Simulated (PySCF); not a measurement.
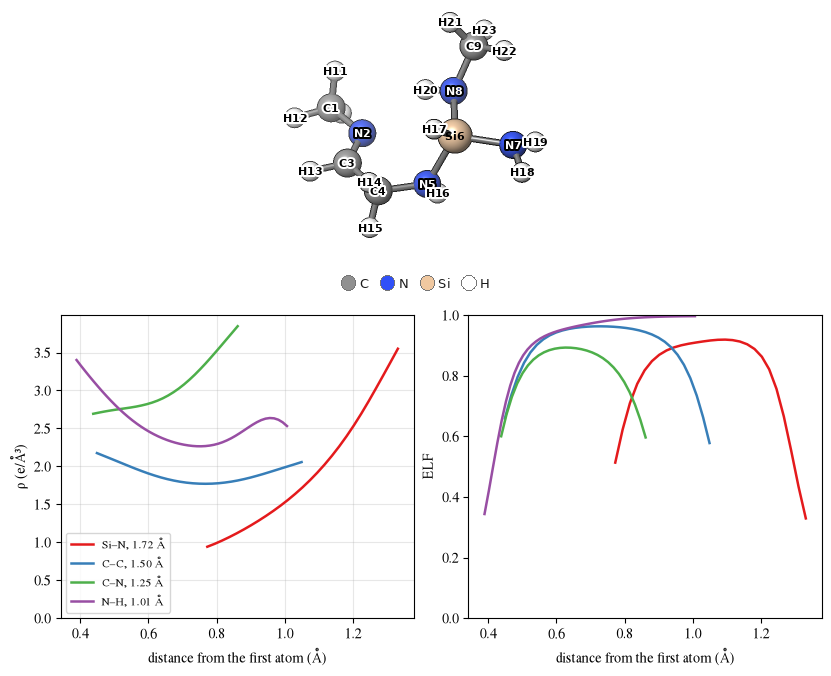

The picture shows: C₄H₁₄N₄Si. Total electron density and ELF along straight lines between neighbouring atoms. The curves leave out the atomic cores. The structure is drawn too.

Geometry: GFN2-xTB.

Computed with PBE0/pcSseg-1, SCF density, gas phase, non-relativistic (PySCF 2.14.0).

Input

```
{"job": {"kind": "nmr", "xc": "PBE0", "basis": "pcSseg-1"}, "charge": 0, "multiplicity": 1}
C      2.589885     0.669679     1.713707
N      1.801330     0.148840     0.640790
C      2.169025     0.288072    -0.549324
C      1.387148    -0.239270    -1.713687
N      0.211254    -1.002701    -1.411962
Si    -1.272121    -0.244125    -0.931523
N     -2.676529    -1.191131    -1.270660
N     -1.298823    -0.013823     0.770037
C     -2.391374     0.590750     1.490286
H      2.834814    -0.151917     2.388217
H      1.984131     1.387220     2.269547
H      3.516672     1.158326     1.381327
H      3.104091     0.805712    -0.826091
H      1.087005     0.619385    -2.323435
H      2.075419    -0.842727    -2.324526
H      0.452085    -1.834558    -0.893006
H     -1.398258     0.934142    -1.801651
H     -2.800658    -1.527266    -2.210807
H     -2.917752    -1.917114    -0.616176
H     -0.399979     0.162077     1.198085
H     -2.309325     1.682863     1.542427
H     -3.317780     0.343731     0.977947
H     -2.435012     0.200818     2.510554
```

Run with:

```sh
OMP_NUM_THREADS=1 python probes_run.py task.json out
```

### Compare the contacts.

Si–N (1.72 Å): ρ at the midpoint is about 1.1 e/Å³; the ELF peaks at about 0.90 between the atoms, as expected for a polar covalent bond.
C–C (1.50 Å): ρ at the midpoint is about 1.8 e/Å³; the ELF peaks at about 0.95 between the atoms (localised, covalent bonding).
C–N (1.25 Å): the density is about 2.9 e/Å³ at the midpoint; the ELF peaks at about 0.90 between the atoms: a multiple bond.
N–H (1.01 Å): ρ is about 2.8 e/Å³ halfway; the ELF climbs to about 1 towards the hydrogen, as it does in any bond to H: an ordinary covalent bond to hydrogen.
